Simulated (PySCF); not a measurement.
## Electronic structure of C₄H₁₁BO₂ in real space

The calculation's input:

```
{"job": {"kind": "nmr", "xc": "PBE0", "basis": "pcSseg-1"}, "charge": 0, "multiplicity": 1}
C     -3.127776     0.257866    -0.356034
C     -1.881934    -0.585390    -0.138610
C     -0.585476     0.201955    -0.274967
C      0.672347    -0.636258    -0.047704
B      2.007792     0.190084    -0.153831
O      2.974147    -0.226478    -1.026149
O      2.142197     1.302423     0.630805
H     -3.180927     1.084807     0.370430
H     -4.048320    -0.336609    -0.251529
H     -3.134879     0.706547    -1.362844
H     -1.870851    -1.425351    -0.856379
H     -1.915410    -1.050696     0.862871
H     -0.595086     1.049326     0.432674
H     -0.550022     0.657683    -1.282170
H      0.629873    -1.080205     0.964622
H      0.703048    -1.482273    -0.754157
H      3.770294     0.313125    -1.042564
H      2.971531     1.779128     0.530825
```

Launched as:

```sh
OMP_NUM_THREADS=1 python probes_run.py task.json out
```

Geometry: PBE0-D3(BJ)/def2-SVP.

All numbers below come from PBE0/pcSseg-1, SCF density, gas phase, non-relativistic (PySCF).

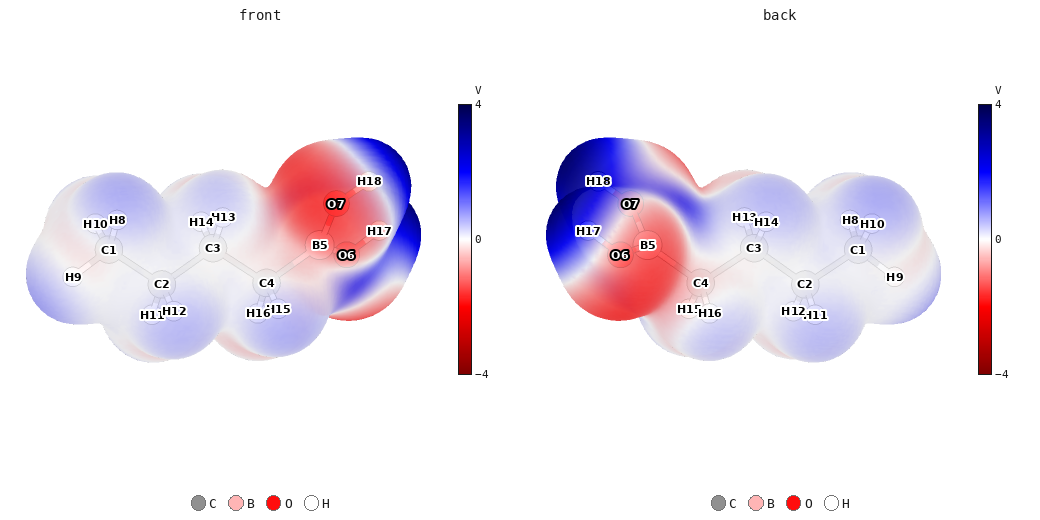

Figure 1. The molecular electrostatic potential painted on the density surface at 0.004 e/bohr³, seen from the front and from behind; the colour scale runs from red (negative) to blue (positive).

Which sites attract a positive test charge, and which a negative one?

Answer. A positive charge is drawn to the negative regions and a negative charge to the positive ones. The most negative region (about −1.6 V) lies over O6 and O7, the most positive (about +3.5 V) over H17 and H18.

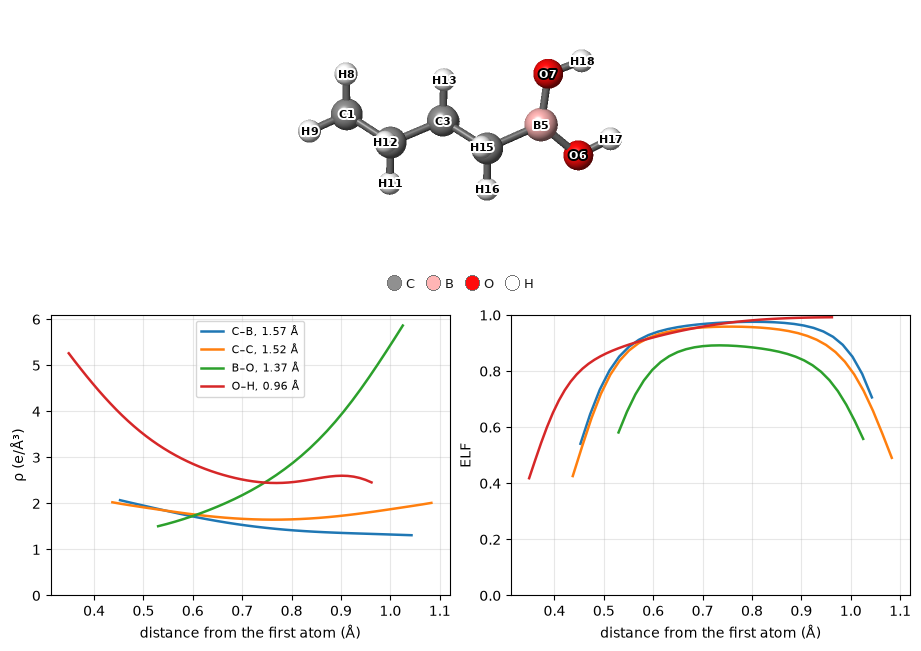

Figure 2. Electron density and electron localisation function along straight lines between neighbouring atoms. The curves leave out the atomic cores. The structure is drawn too.

What can be read from the curves?

Answer. C–B (1.57 Å): ρ is about 1.4 e/Å³ halfway; the ELF peaks at about 1 between the atoms (a covalent bond).
C–C (1.52 Å): ρ at the midpoint is about 1.6 e/Å³; the ELF peaks at about 0.95 between the atoms: localised, covalent bonding.
B–O (1.37 Å): the density is about 2.1 e/Å³ at the midpoint; the ELF peaks at about 0.90 between the atoms (a polar covalent bond).
O–H (0.96 Å): the density is about 3.7 e/Å³ at the midpoint; the ELF climbs to about 1 towards the hydrogen, as it does in any bond to H: an ordinary covalent bond to hydrogen.
